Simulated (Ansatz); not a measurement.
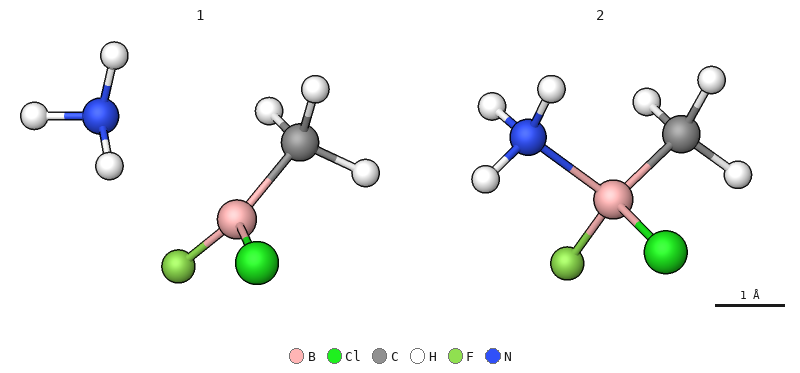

Two geometries of CH6BClFN, drawn at one scale. One is the start of a relaxation, the other its converged end. A ball-and-stick model, seen at a tilt.

All numbers below come from RHF/def2-SVP in Ansatz 0.2.0. Set-up: no spin polarisation; force threshold 0.03 eV/Å; at most 50 steps.

> Which geometry has the lower energy?

Structure 2 is the relaxed one. The run prepares an end point of a later path (reaction) calculation, from a guessed geometry. The atom that moves furthest after the best rigid fit is an H atom (1.05 Å). Largest moves by element: H 1.05 Å, B 0.57 Å, N 0.53 Å, F 0.35 Å, C 0.32 Å, Cl 0.28 Å. Some distances before and after: B–N 2.740 → 1.665 Å, B–F 1.308 → 1.371 Å, B–Cl 1.834 → 1.884 Å, B–C 1.565 → 1.598 Å. New bonds form, among them: B–N (2.74 → 1.66 Å). Among the angles between lasting bonds that change: C–B–F 123.6° → 115.5°, Cl–B–C 120.0° → 114.1°, Cl–B–F 115.4° → 111.5°. Over 13 accepted moves (14 points after the start) the energy falls by 57.8 kJ/mol. Largest force component: 0.82 eV/Å at the start, 0.011 eV/Å at the end. The line search rejected the trial step at point 13 of the run.

Limits of the set-up: the start holds two separate molecules, 2.6 Å apart at their closest, whose relative position is a soft coordinate and is computed without a dispersion correction; Hartree-Fock leaves out electron correlation.
